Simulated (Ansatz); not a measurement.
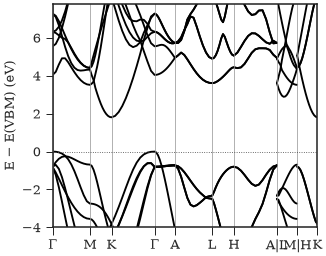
Figure. Band structure from the program Ansatz at the r²SCAN level (PAW)

Task: Read off the gap and where the band edges lie.

Result: About 1.8 eV (1.81 eV by a search for the band edges); maximum at Γ, minimum at K.

Task: Which of these materials gives this?
A) PbS, NiAs type
B) ZnS, 6H polytype
C) BaTiS3, P6_3cm (Pearson symbol hP30)
D) BeS, NiAs type

Result: D, BeS, NiAs type

Space group P6_3/mmc (NiAs type). This is a known high-pressure phase of the composition, computed here at zero pressure and temperature. Symmetry was held in the r²SCAN relaxation; its stability against distortions is not shown here.

Potentials: the later of the program's two PAW sets.
